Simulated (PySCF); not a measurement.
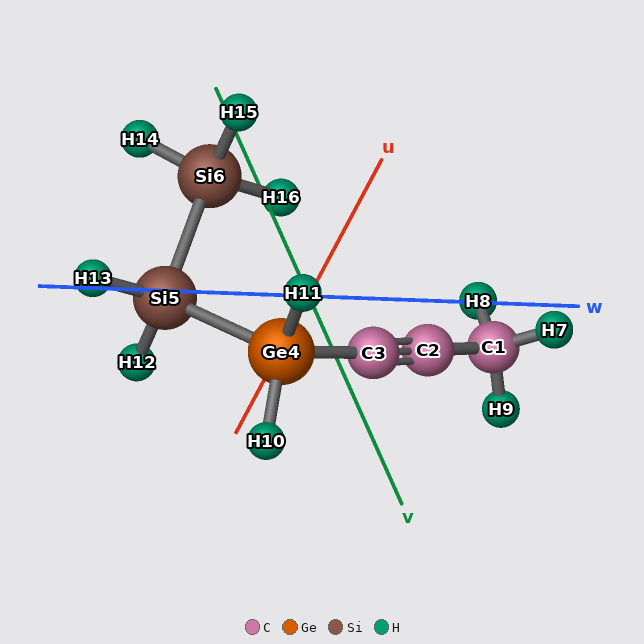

The lines u, v and w are the principal axes of the static dipole polarisability. Computed geometry: PBE0-D3(BJ)/def2-SVP optimisation. No frequency run is at hand to confirm it as a minimum. Method: CAM-B3LYP/def2-SVPD (PySCF 2.14.0).

> Along which axis is the molecule most polarisable, and along which least?

Most along w (close to the long direction C1···Si5), least along u.

> Give the three principal values.

u 103.6, v 134.3, w 149.7 bohr³; mean 129.2, anisotropy 40.6 bohr³.
